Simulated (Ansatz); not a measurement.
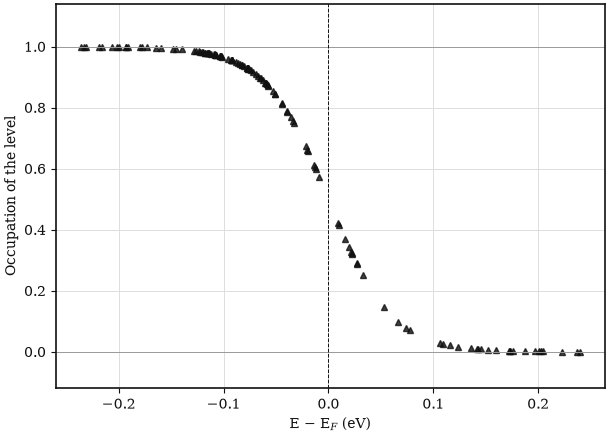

Occupations of the one-electron levels of the k mesh against their energy, from a run on SrRhI₅, space group Immm (No. 71), 7 atoms in the cell, AlCrF5-71 type type, with Ansatz.

> Name the smearing function and its width.

Fermi-Dirac smearing with a width of 0.03 eV. The occupations stay between 0 and 1 and have long exponential tails; the slope at the Fermi level is 1/(4 × width).
